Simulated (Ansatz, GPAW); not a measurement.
# STM contrast on 1T-SrClI bilayer, AA

Aim: Tersoff-Hamann images of 1T-SrClI bilayer, AA at several biases.

Method: Ansatz plane waves; layer without images along its normal, relaxation of atoms and in-plane cell, with D3(BJ) dispersion; PAW set soft_1, in the first sound run; inputs show where later runs differ, in GPAW 26.7.0 and Ansatz 0.2.0.

### 1. Set-up

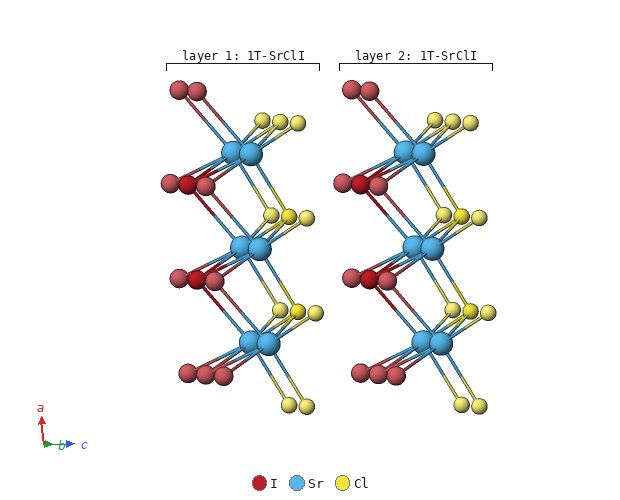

Start, viewed from the side, with the c axis across the page; iodine red, strontium blue, chlorine yellow. 2×1×1 cells are drawn. Some periodic images of atoms are drawn too.

The cell holds 6 atoms: 2 I, 2 Sr and 2 Cl. Cell: a = 4.265 Å, b = 4.265 Å, c = 24.515 Å, α = 90.0°, β = 90.0°, γ = 120.0°. Regions: layer 1: 1T-SrClI, 3 atoms (1 I, 1 Sr and 1 Cl); layer 2: 1T-SrClI, 3 atoms (1 I, 1 Sr and 1 Cl). Vacuum lies along c.

### 2. Relaxing the atoms

The atoms are relaxed first, since the surface dipole, and with it the work function, follows the positions of the outer layers.

Input file input.yaml:

```yaml
crystal:
  lattice:
    - [4.265215, 0.0, 0.0]
    - [-2.1326075, 3.6937845426, 0.0]
    - [0.0, 0.0, 24.5149562047]
  atoms:
    - { symbol: I, position: [0.6666666667, 0.3333333333, 0.2855399757] }
    - { symbol: Sr, position: [0.0, 0.0, 0.3728363567] }
    - { symbol: Cl, position: [0.3333333333, 0.6666666667, 0.4347337199] }
    - { symbol: I, position: [0.6666666667, 0.3333333333, 0.5652662801] }
    - { symbol: Sr, position: [0.0, 0.0, 0.6525626612] }
    - { symbol: Cl, position: [0.3333333333, 0.6666666667, 0.7144600243] }
  periodic: [true, true, false]
kpoints:
  mp_grid: { grid: [9, 9, 1] }
hamiltonian:
  xc: pbe
  dispersion: d3bj
  pseudopotentials: { kind: paw, azcp: { folder: soft_1 } }
scf:
  occupations: { method: fermi_dirac, width: 0.05 }
relax:
  f_tol: 0.01
  max_steps: 90
  cell: {}
```

Command:

```console
ansatz run input.yaml --threads 4 --pin off --max-ram 8192MiB --backend cpu --events-out ev --progress --plain --runs-dir out
```

Numbers of over 12 decimals in the logs are rounded to 6 here.

What it wrote:

```text
Warning: crystal.periodic: the lattice vector that does not repeat stood 0.000° off the slab's normal, 24.515 Å along it as the deck builds it. The run solves the slab on a vector along the normal, 44.830 Å long, with every atom where it was (on the deck's vector they left 14.00 Å outside them, and the widest stretch free of ions among them is 3.20 Å). A fractional position that the run reports is one of the run's ce [...]
crystal.periodic: the lattice vector that does not repeat stood 0.000° off the slab's normal, 24.515 Å along it as the deck builds it. The run solves the slab on a vector along the normal, 44.830 Å long, with every atom where it was (on the deck's vector they left 14.00 Å outside them, and the widest stretch free of ions among them is 3.20 Å). A fractional position that the run reports is one of the run's cell, which [...]
Engine: ansatz 0.2.0, x86_64-unknown-linux-gnu
Pseudopotentials: kind: paw
Pseudopotential: I, paw, valence charge 17, recommended cutoff 420 eV (normal), soft_1/I.paw.azcp
Pseudopotential: Sr, paw, valence charge 10, recommended cutoff 420 eV (normal), soft_1/Sr.paw.azcp
Pseudopotential: Cl, paw, valence charge 7, recommended cutoff 420 eV (normal), soft_1/Cl.paw.azcp
Functional definition: PBE
  parameter kappa = 0.804
  parameter beta = 0.066725
  exchange = pbe_x(kappa = kappa, mu = beta*pi^2/3)
  correlation = pbe_c(beta = beta)
Crystal: 6 atoms, lattice volume = 706.286 Å³
Basis set: ecut = 420 eV, 13751 PW (Γ), exchange–correlation on 60×60×600 points (8 copies of the dense FFT grid, shifted against one another)
Bands: 41, of which v1, the nominal top of the filled ones, is band 34 counted from 1 (33 counted from 0)
Symmetry: 6 space group operations
Space group: P3m1 (ITA 156), of the structure as read, at distance tolerance 8.9e-5 Å
k-points: 12 of 81 (time reversal used)
Non-local potential: I, projectors of the file, l = 0: 2, l = 1: 2, l = 2: 2, l = 3: 1
Non-local potential: Sr, projectors of the file, l = 0: 3, l = 1: 2, l = 2: 2
Non-local potential: Cl, projectors of the file, l = 0: 2, l = 1: 2, l = 2: 1
PAW form: soft (Blöchl's): semilocal exchange-correlation on the pseudo side does not see the compensation charge
PAW one-centre angular grid: I, 590 points (default); XC on 64 Gauss nodes
PAW one-centre angular grid: Sr, 110 points (default); XC on 64 Gauss nodes
PAW one-centre angular grid: Cl, 110 points (default); XC on 64 Gauss nodes
Initial density: superposition of atomic densities (neutral atoms: chi_scale 0, normalization atom)
Initial wavefunctions: pseudopotential atomic-orbital guess
Functional: x = pbe(κ = 0.804, μ = 0.219515), c = pbe(β = 0.066725)
iter 1 solved again at ethr=2.73e-3 eV; its pass at ethr=3.10e-3 eV (dr2=1.85e0 eV) is discarded
SCF iter   1: F=—  HF=-24287.226121 eV  |F-HF|=—  |Δ(HF+E_count)|=         —  Δρ=1.15e-2  dr2=1.84e0  ethr=2.73e-3  ⟨swp⟩=1.2  Hψ=5264  notcnv=0
preconditioner: auto → Resta (q_TF=auto, 1.847 Å⁻¹)  ε∞=1.5  [insulator: Δε(μ)=3.645 eV  Ē_g=13.024 eV  σ=0.050 eV  W_gap=1.00  n_scr=92 (ndim 8)  ℏωp=9.3 eV  f_vac=0.682  D(μ)=0.00/eV (n_scr^D=0)  ε∞_Penn≈1.5  vacuum switching on, ρ_ref=1.2e-2 e/Å³]
SCF iter   2: F=—  HF=-24286.791909 eV  |F-HF|=—  |Δ(HF+E_count)|=   4.34e-1  Δρ=4.69e-3  dr2=1.91e-1  ethr=2.71e-3  ⟨swp⟩=5.3  Hψ=1086  notcnv=0  defer=5
SCF iter   3: F=—  HF=-24286.836978 eV  |F-HF|=—  |Δ(HF+E_count)|=   4.51e-2  Δρ=2.06e-3  dr2=6.01e-2  ethr=2.81e-4  ⟨swp⟩=6.1  Hψ=1135  notcnv=0  defer=24
SCF iter   4: F=—  HF=-24286.848190 eV  |F-HF|=—  |Δ(HF+E_count)|=   1.12e-2  Δρ=9.29e-4  dr2=2.83e-2  ethr=8.83e-5  ⟨swp⟩=6.4  Hψ=1291  notcnv=0  defer=24
SCF iter   5: F=—  HF=-24286.846776 eV  |F-HF|=—  |Δ(HF+E_count)|=   1.41e-3  Δρ=2.54e-4  dr2=7.13e-4  ethr=4.17e-5  ⟨swp⟩=3.6  Hψ=714  notcnv=0  defer=22
SCF iter   6: F=—  HF=-24286.846973 eV  |F-HF|=—  |Δ(HF+E_count)|=   1.98e-4  Δρ=1.20e-4  dr2=7.37e-5  ethr=1.05e-6  ⟨swp⟩=3.2  Hψ=990  notcnv=0  defer=21
SCF iter   7: F=—  HF=-24286.846631 eV  |F-HF|=—  |Δ(HF+E_count)|=   3.42e-4  Δρ=2.70e-5  dr2=1.45e-5  ethr=1.08e-7  ⟨swp⟩=3.2  Hψ=896  notcnv=0  defer=21
SCF iter   8: F=—  HF=-24286.846630 eV  |F-HF|=—  |Δ(HF+E_count)|=   1.29e-6  Δρ=1.29e-5  dr2=3.27e-6  ethr=2.13e-8  ⟨swp⟩=3.4  Hψ=966  notcnv=0  defer=21
SCF iter   9: F=—  HF=-24286.846629 eV  |F-HF|=—  |Δ(HF+E_count)|=   5.79e-7  Δρ=6.01e-6  dr2=2.45e-7  ethr=4.81e-9  ⟨swp⟩=3.5  Hψ=874  notcnv=0  defer=21
SCF iter  10: F=-24286.846629 eV  HF=-24286.846629 eV  |F-HF|=2.04e-8  |Δ(HF+E_count)|=   1.39e-7  Δρ=1.89e-6  dr2=5.85e-8  ethr=1.47e-10  ⟨swp⟩=7.9  Hψ=2402  notcnv=0
SCF 1 converged in 10 iterations: F = -24286.846629 eV  dr2 = 5.85e-8
  greatest PAW one-centre occupation: 0.999 electrons in one spin orbital (limit 2), on the I atom at site 3 (counted from 0), in its partial waves of l = 2
relax step   1: F+E_penalty+E_count = -24286.84662937 eV  Δ(F+E_penalty+E_count) = +0.000e0 eV  max|allowed force component| = 3.311e-1 eV/Å  Δτ_max = 0.0000 Å  P = +2.535 N/m  Ω = 706.286 Å³  fix = [c, alpha, beta]  reactions: c +0.000 N/m  (10 SCF iters, dr2 threshold 1.00e-7 eV, accepted)
Crystal: 6 atoms, lattice volume = 741.028 Å³
Basis set: ecut = 420 eV, 14591 PW (Γ), exchange–correlation on 60×60×600 points (8 copies of the dense FFT grid, shifted against one another)
Initial density: handed on by an earlier stage of this run
Initial wavefunctions: those handed on with the density
iter 1 solved again at ethr=1.03e-4 eV; its pass at ethr=3.10e-3 eV (dr2=6.99e-2 eV) is discarded
SCF iter   1: F=—  HF=-24287.028029 eV  |F-HF|=—  |Δ(HF+E_count)|=         —  Δρ=2.36e-3  dr2=7.04e-2  ethr=1.03e-4  ⟨swp⟩=4.2  Hψ=4304  notcnv=0  defer=1
preconditioner: auto → Resta (q_TF=auto, 1.832 Å⁻¹)  ε∞=1.7  [insulator: Δε(μ)=3.467 eV  Ē_g=8.336 eV  σ=0.050 eV  W_gap=1.00  n_scr=92 (ndim 8)  ℏωp=7.2 eV  f_vac=0.699  D(μ)=0.00/eV (n_scr^D=0)  ε∞_Penn≈1.7  vacuum switching on, ρ_ref=5.0e-3 e/Å³]
SCF iter   2: F=—  HF=-24287.016230 eV  |F-HF|=—  |Δ(HF+E_count)|=   1.18e-2  Δρ=1.06e-3  dr2=9.68e-3  ethr=1.03e-4  ⟨swp⟩=4.6  Hψ=877  notcnv=0  defer=1
SCF iter   3: F=—  HF=-24287.016359 eV  |F-HF|=—  |Δ(HF+E_count)|=   1.30e-4  Δρ=5.29e-4  dr2=2.43e-3  ethr=1.42e-5  ⟨swp⟩=2.9  Hψ=842  notcnv=0  defer=1
SCF iter   4: F=—  HF=-24287.016726 eV  |F-HF|=—  |Δ(HF+E_count)|=   3.66e-4  Δρ=1.32e-4  dr2=3.14e-4  ethr=3.58e-6  ⟨swp⟩=2.4  Hψ=844  notcnv=0  defer=2
SCF iter   5: F=—  HF=-24287.016261 eV  |F-HF|=—  |Δ(HF+E_count)|=   4.65e-4  Δρ=4.27e-5  dr2=1.70e-5  ethr=4.61e-7  ⟨swp⟩=3.0  Hψ=849  notcnv=0  defer=2
[...]
SCF iter   2: F=—  HF=-24287.091516 eV  |F-HF|=—  |Δ(HF+E_count)|=   1.76e-3  Δρ=1.17e-3  dr2=1.00e-2  ethr=7.74e-5  ⟨swp⟩=4.2  Hψ=817  notcnv=0  defer=2
SCF iter   3: F=—  HF=-24287.093372 eV  |F-HF|=—  |Δ(HF+E_count)|=   1.86e-3  Δρ=4.97e-4  dr2=3.51e-3  ethr=1.47e-5  ⟨swp⟩=2.9  Hψ=841  notcnv=0  defer=3
SCF iter   4: F=—  HF=-24287.093582 eV  |F-HF|=—  |Δ(HF+E_count)|=   2.10e-4  Δρ=1.01e-4  dr2=9.23e-5  ethr=5.16e-6  ⟨swp⟩=2.9  Hψ=901  notcnv=0  defer=3
SCF iter   5: F=—  HF=-24287.093173 eV  |F-HF|=—  |Δ(HF+E_count)|=   4.09e-4  Δρ=3.79e-5  dr2=9.70e-6  ethr=1.36e-7  ⟨swp⟩=2.9  Hψ=906  notcnv=0  defer=3
SCF iter   6: F=—  HF=-24287.093178 eV  |F-HF|=—  |Δ(HF+E_count)|=   4.96e-6  Δρ=8.89e-6  dr2=9.91e-7  ethr=1.43e-8  ⟨swp⟩=2.9  Hψ=842  notcnv=0  defer=3
SCF iter   7: F=-24287.093179 eV  HF=-24287.093179 eV  |F-HF|=2.01e-7  |Δ(HF+E_count)|=   6.65e-7  Δρ=3.51e-6  dr2=3.59e-7  ethr=8.82e-10  ⟨swp⟩=7.5  Hψ=2392  notcnv=0
SCF 3 converged in 7 iterations: F = -24287.093179 eV  dr2 = 3.59e-7
relax step   3: F+E_penalty+E_count = -24287.09317862 eV  Δ(F+E_penalty+E_count) = -7.691e-2 eV  max|allowed force component| = 1.038e-1 eV/Å  Δτ_max = 0.1995 Å  P = +0.640 N/m  Ω = 783.211 Å³  energy of the carried Pulay correction = -7.716e-4 eV  fix = [c, alpha, beta]  reactions: c +0.000 N/m  (7 SCF iters, dr2 threshold 6.00e-7 eV, accepted)
[...]
relax step   4: F+E_penalty+E_count = -24287.10233310 eV  Δ(F+E_penalty+E_count) = -9.154e-3 eV  max|allowed force component| = 8.758e-2 eV/Å  Δτ_max = 0.1280 Å  P = +0.207 N/m  Ω = 801.061 Å³  energy of the carried Pulay correction = -9.394e-4 eV  fix = [c, alpha, beta]  reactions: c +0.000 N/m  (7 SCF iters, dr2 threshold 6.00e-7 eV, accepted)
[...]
relax step   5: F+E_penalty+E_count = -24287.10445177 eV  Δ(F+E_penalty+E_count) = -2.119e-3 eV  max|allowed force component| = 5.068e-3 eV/Å  Δτ_max = 0.0247 Å  P = +0.033 N/m  Ω = 801.489 Å³  energy of the carried Pulay correction = -9.434e-4 eV  fix = [c, alpha, beta]  reactions: c +0.000 N/m  (5 SCF iters, dr2 threshold 4.79e-7 eV, accepted)
Basis set: ecut = 420 eV, 15719 PW (Γ), exchange–correlation on 64×64×600 points (8 copies of the dense FFT grid, shifted against one another)
Initial wavefunctions: pseudopotential atomic-orbital guess (no wavefunctions were taken with the density)
iter 1 solved again at ethr=6.24e-6 eV; its pass at ethr=3.10e-3 eV (dr2=4.24e-3 eV) is discarded
SCF iter   1: F=—  HF=-24287.087406 eV  |F-HF|=—  |Δ(HF+E_count)|=         —  Δρ=2.11e-4  dr2=1.17e-5  ethr=6.24e-6  ⟨swp⟩=5.2  Hψ=6265  notcnv=0
eigensolver tolerance schedule: the retry pair's looser diagonalisation over-reported the residual by 360.64 of it (diagonalisation noise at 2.67 of the residual, at the tolerance the schedule requests for it); recorded, not acted on — ethr = c·dr2/N_el stays at c = 1.0e-1
preconditioner: auto → Resta (q_TF=auto, 1.809 Å⁻¹)  ε∞=1.7  [insulator: Δε(μ)=3.626 eV  Ē_g=8.263 eV  σ=0.050 eV  W_gap=1.00  n_scr=102 (ndim 8)  ℏωp=6.9 eV  f_vac=0.712  D(μ)=0.00/eV (n_scr^D=0)  ε∞_Penn≈1.7  vacuum switching on, ρ_ref=5.0e-3 e/Å³]
SCF iter   2: F=—  HF=-24287.099816 eV  |F-HF|=—  |Δ(HF+E_count)|=   1.24e-2  Δρ=1.05e-4  dr2=2.82e-6  ethr=1.73e-8  ⟨swp⟩=4.4  Hψ=1302  notcnv=0
SCF iter   3: F=—  HF=-24287.104959 eV  |F-HF|=—  |Δ(HF+E_count)|=   5.14e-3  Δρ=2.49e-5  dr2=6.86e-7  ethr=4.15e-9  ⟨swp⟩=4.2  Hψ=1175  notcnv=0
SCF iter   4: F=—  HF=-24287.105347 eV  |F-HF|=—  |Δ(HF+E_count)|=   3.87e-4  Δρ=7.22e-6  dr2=9.31e-8  ethr=1.01e-9  ⟨swp⟩=3.0  Hψ=883  notcnv=0  defer=1
SCF iter   5: F=—  HF=-24287.105398 eV  |F-HF|=—  |Δ(HF+E_count)|=   5.15e-5  Δρ=1.61e-6  dr2=7.27e-9  ethr=1.37e-10  ⟨swp⟩=3.2  Hψ=946  notcnv=0  defer=1
SCF iter   6: F=—  HF=-24287.105403 eV  |F-HF|=—  |Δ(HF+E_count)|=   4.96e-6  Δρ=3.21e-7  dr2=9.14e-10  ethr=1.07e-11  ⟨swp⟩=3.2  Hψ=947  notcnv=0  defer=1
SCF iter   7: F=—  HF=-24287.105403 eV  |F-HF|=—  |Δ(HF+E_count)|=   2.47e-7  Δρ=8.76e-8  dr2=1.58e-10  ethr=1.34e-12  ⟨swp⟩=3.0  Hψ=859  notcnv=0  defer=1
SCF iter   8: F=—  HF=-24287.105403 eV  |F-HF|=—  |Δ(HF+E_count)|=   7.23e-9  Δρ=3.35e-8  dr2=3.02e-11  ethr=1.00e-12  ⟨swp⟩=2.2  Hψ=586  notcnv=0  defer=1
SCF iter   9: F=-24287.105403 eV  HF=-24287.105403 eV  |F-HF|=1.82e-9  |Δ(HF+E_count)|=  8.15e-10  Δρ=1.28e-8  dr2=1.14e-12  ethr=1.00e-12  ⟨swp⟩=10.2  Hψ=3084  notcnv=0
SCF 6 converged in 9 iterations: F = -24287.105403 eV  dr2 = 1.14e-12
relax step   6: F+E_penalty+E_count = -24287.10540350 eV  Δ(F+E_penalty+E_count) = -9.517e-4 eV  max|allowed force component| = 5.478e-3 eV/Å  Δτ_max = 0.0000 Å  P = +0.037 N/m  Ω = 801.489 Å³  fix = [c, alpha, beta]  reactions: c +0.000 N/m  stress off target by 3.67e-2 N/m on what of the cell is left free  SCF on the basis re-selected at this cell (its energy is not comparable with the rows above)  (9 SCF iters)
basis re-selected at this cell: Δ(F+E_penalty+E_count) = -9.517e-4 eV, ΔP = +0.003 N/m vs the last step (what re-selecting the basis moved, of the pressure what is left beyond the Pulay correction that the steps carried, after the strain that the cell walked since its last selection, with what the two solves' SCF thresholds leave and, on support functions, any second-order correction that the steps lacked; it is no measure of the basis error at this ecutwfc). The dense FFT grid was sized anew with the basis: this SCF ran on 32×32×300 points, the steps before it on 30×30×300, so part of this shift can come from that change (see relax.cell in the input reference). [rest of the remark cut]
SCF converged after 9 iterations
Free energy (F): -24287.105403 eV
Harris-Foulkes:  -24287.105403 eV  (|F-HF|=1.82e-9)
Internal energy: -24287.105403 eV  (E = F + TS)
E sigma→0 (E₀):  -24287.105403 eV
Fermi energy:    -4.407421 eV
--- Per-component energies (eV) ---
  E_band       = -1763.760245
  E_kinetic    = 1090.705521
  E_local      = -176297.140606  (includes V_loc(G=0)·N_el)
  E_nonlocal   = 760.921291
  E_hartree    = 87100.886807
  E_xc         = -783.272167
  E_vxc        = -768.587463  (∫ρ·V_xc dr)
  E_paw        = -16268.361801  (= ΣΔE_a)
  E_vpaw       = -751.427664  (= ΣTr[D̂ρ^β])
  E_aug_tail   = -0.004776  (compensation charges beyond the density's cutoff)
  E_ewald      = 80110.338731
  E_disp       = -1.178404  (pairwise vdW)
  E_smearing   = -0.000000  (= −TS)
  E_closure    = 0.000000  (closes the sum)
  Σ components = -24287.105403   (vs F -24287.105403, Δ=0.00e0)
--- Forces (eV/Å), atoms counted from 1 ---
  atom   1  I      0.00000000     0.00000000     0.00146148
  atom   2  Sr    -0.00000000    -0.00000000    -0.00306040
  atom   3  Cl    -0.00000000    -0.00000000     0.00198792
  atom   4  I      0.00000000     0.00000000     0.00090534
  atom   5  Sr    -0.00000000    -0.00000000    -0.00547846
  atom   6  Cl    -0.00000000    -0.00000000     0.00418401
  max |Σ_I F_I| component: 1.09e-7 eV/Å
--- 2D stress c σ (N/m, compression-positive) ---
        0.036689       0.000000       0.000000
       -0.000000       0.036689      -0.000000
        0.000000      -0.000000       0.000000
  P = ½ c Tr σ = 0.0367 N/m
--- Relaxed structure (5 steps of the walk, 5 accepted, 1 SCFs on fresh bases) ---
  F+E_penalty+E_count = -24287.10540350 eV   max|allowed force component| = 5.478e-3 eV/Å   (the final SCF, on the basis selected at the relaxed cell)
  cell:  # Å, volume = 801.4886 Å³
    - [4.543593, 0.0, 0]
    - [-2.271796, 3.934867, 0]
    - [0, 0, 44.829912]
  atoms:
    - { symbol: I, position: [0.666667, 0.333333, 0.167326] }
    - { symbol: Sr, position: [0, 0, 0.210426] }
    - { symbol: Cl, position: [0.333333, 0.666667, 0.239273] }
    - { symbol: I, position: [0.666667, 0.333333, 0.307379] }
    - { symbol: Sr, position: [0, 0, 0.350396] }
    - { symbol: Cl, position: [0.333333, 0.666667, 0.379621] }
```

The job ended after 46 s (4 threads of Intel Xeon Platinum 8488C (Sapphire Rapids), shared host; peak memory 1.4 GiB; 2.4 min of CPU time).

The steps of the relaxation:

| step | energy less that of the first step (eV) | largest force component (eV/Å) | volume (Å³) |
| --- | --- | --- | --- |
| 1 | 0.0000 | 0.3311 | 706.29 |
| 2 | -0.1696 | 0.0444 | 741.03 |
| 3 | -0.2465 | 0.1038 | 783.21 |
| 4 | -0.2557 | 0.0876 | 801.06 |
| 5 | -0.2578 | 0.0051 | 801.49 |
| 6* | -0.2588 | 0.0055 | 801.49 |

Relaxation steps marked * repeat the geometry before them on a plane-wave basis chosen anew for their cell, so energy and pressure can jump there.

The run keeps the 6 symmetry operations that it works with, so distortions that break them were not tested.

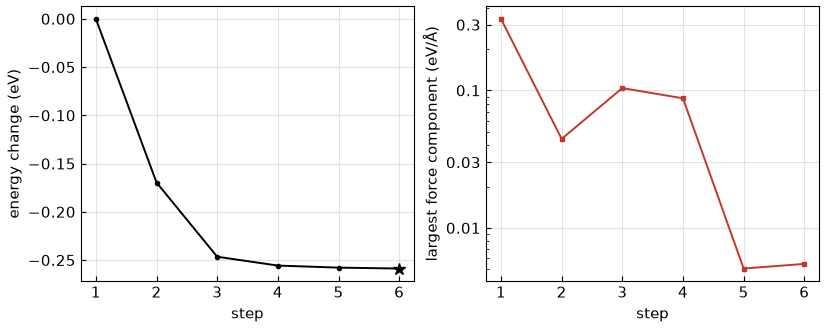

Energy and largest force along the relaxation. Stars mark steps on a basis chosen anew.

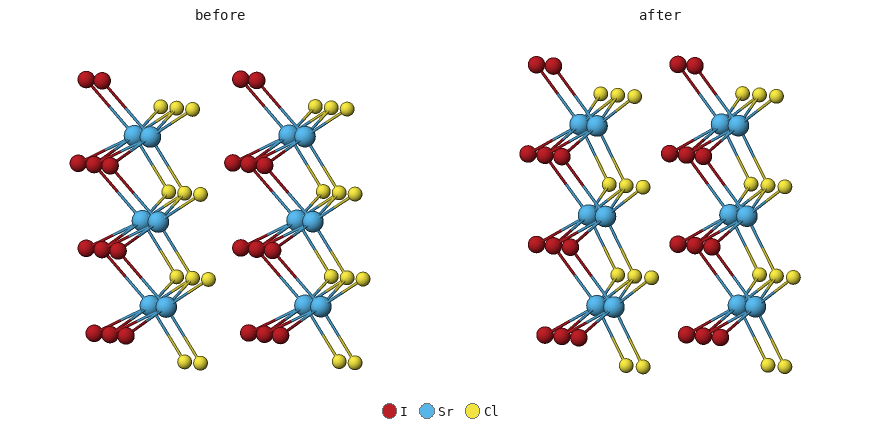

The structure before and after the relaxation, drawn at the same scale.

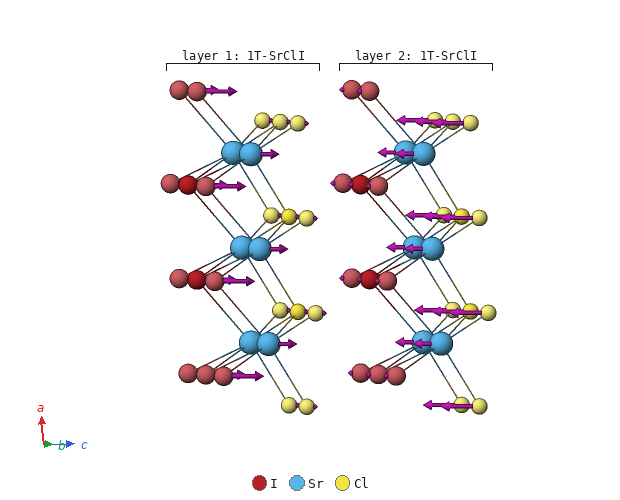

Displacements in the relaxation, exaggerated, measured against the changing cell; the longest in the cell stands for 0.50 Å. 2×1×1 cells are drawn. Some periodic images of atoms are drawn too.

| cell as run | before | after | change |
| --- | --- | --- | --- |
| a (Å) | 4.265 | 4.544 | +6.5 % |
| b (Å) | 4.265 | 4.544 | +6.5 % |

The atoms that moved most (Å, along periodic axes as changes of fractional coordinates times the final cell, across vacuum about the mean position):

| atom | dx | dy | dz | length |
| --- | --- | --- | --- | --- |
| I1 | 0.000 | 0.000 | 0.501 | 0.501 |
| Cl6 | 0.000 | 0.000 | -0.497 | 0.497 |
| Sr2 | 0.000 | 0.000 | 0.293 | 0.293 |
| Sr5 | 0.000 | 0.000 | -0.289 | 0.289 |
| I4 | 0.000 | 0.000 | -0.078 | 0.078 |
| Cl3 | 0.000 | 0.000 | 0.069 | 0.069 |

The relaxed structure:

```xyz
6
Lattice="4.5436 0.0000 0.0000 -2.2718 3.9349 0.0000 0.0000 0.0000 44.8299" Properties=species:S:1:pos:R:3
I     2.2718    1.3116    7.5012
Sr    0.0000    0.0000    9.4334
Cl    0.0000    2.6232   10.7266
I     2.2718    1.3116   13.7798
Sr    0.0000    0.0000   15.7082
Cl    0.0000    2.6232   17.0184
```

Numbers from this step:

| Property | Result |
| --- | --- |
| free energy | -24287.1054 eV |
| gap by band count | 3.629 eV |
| symmetry operations | 6 |

The relaxation lowered the energy of the cell by 0.259 eV.

(Part 1 of 3 ends here.)

[Logs are printed without paths, hosts, clocks, repeated set-up lines and the standing remarks that a program may print on its own settings, such as how far it seeks lower states.]

[Hosts, paths, dates, database ids (printed as entryN), source tags and the programs' standing remarks are cut or masked in the printed files.]
